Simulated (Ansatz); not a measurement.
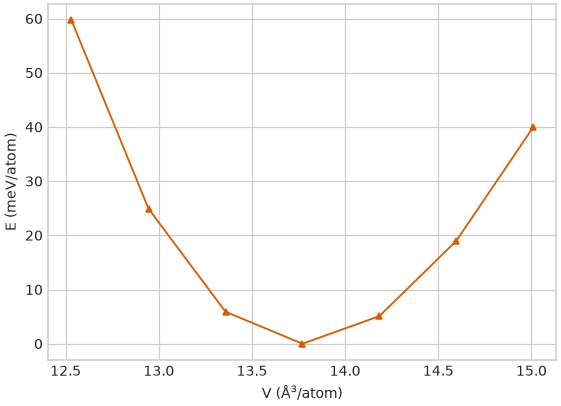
PbO₂ (rutile, P4_2/mnm) under volume change, LDA in the plane-wave PAW code Ansatz, shape and atoms relaxed at each volume.

Question: What does a third-order Birch–Murnaghan fit give for V₀, B₀ and B′?

Answer: V₀ = 13.77 Å³/atom, B₀ = 138 GPa, B′ = 5.6.

The LDA relaxation kept the symmetry of its start; of distortions, only those at the zone centre were tested, and some modes there are weakly imaginary. Scalar-relativistic: spin–orbit coupling is off unless named, which matters more the heavier the elements.

Potentials: the later of the program's two PAW sets.
